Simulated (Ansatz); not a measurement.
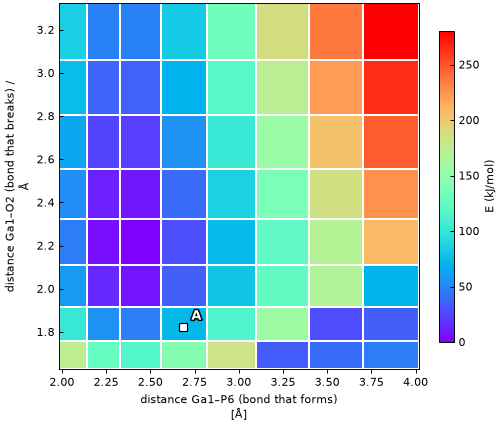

The reacting system GaH6OP (fragments GaH₃O + H₃P where the first distance is long, GaH₄P + H₂O where the second is long). 
- Coordinates scanned: (1) distance Ga1–P6 (bond that forms); (2) distance Ga1–O2 (bond that breaks).
- Relaxed at each point: all other coordinates.
- The scan uses an 8 × 8 grid.
- Points are written as (first, second).
- Energies are in kJ/mol, from the lowest grid point.
- Energies and slopes of some neighbouring points disagree (a jump in structure or state, or too coarse a mesh). The reference is spin-restricted, so regions where a bond is pulled apart into radicals lie too high.
- Level of theory: RKS r2SCAN-D4/def2-SVP (Ansatz).

The picture shows one coloured cell a grid point, the point A.

Is A at rest? If not, where is it pushed?

Answer. A, at (2.685 Å, 1.824 Å), is not a stationary point. The computed force is 140 kJ/mol for each Å towards smaller values of the first coordinate and 360 kJ/mol for each Å towards larger values of the second coordinate.
